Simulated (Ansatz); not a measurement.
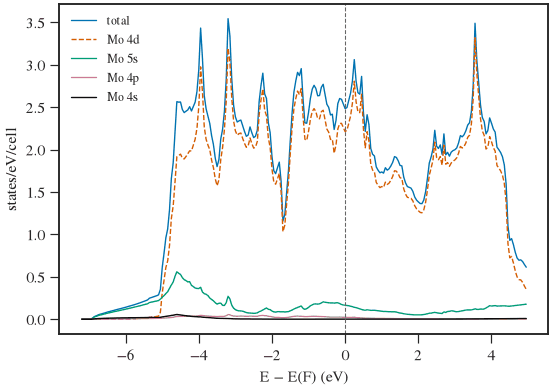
Fig. 1. Total and projected density of states of Mo (hcp (Mg type), P6_3/mmc), PBEsol in the plane-wave PAW code Ansatz

Q: Which orbitals carry the states next to the Fermi level?

A: Within 0.5 eV of the Fermi level: Mo 4d 90 %, Mo 5s 6 %. Projections are on Löwdin-orthogonalised atomic valence shells; empty p or d shells of many metals are not among them.

Q: Where is the tallest occupied peak in this window, and what makes it?

A: Near -3.2 eV, about 3.5 states/eV per cell; the largest projected share is Mo 4d.

The start of the workflow was typed in or built on a structure type; the Crystallography Open Database copy checked does not list it. It is not the phase usual at ambient conditions (space group No. 229). The PBEsol relaxation kept the symmetry of its start; phonons show weakly imaginary modes. The run is not spin-polarised. Scalar-relativistic: spin–orbit coupling is off unless named, which matters more the heavier the elements.

Potentials: the earlier of the program's two PAW sets. The files were generated under PBE; for other functionals the program regenerates the frozen cores, and for LDA and PBEsol the local potential too.
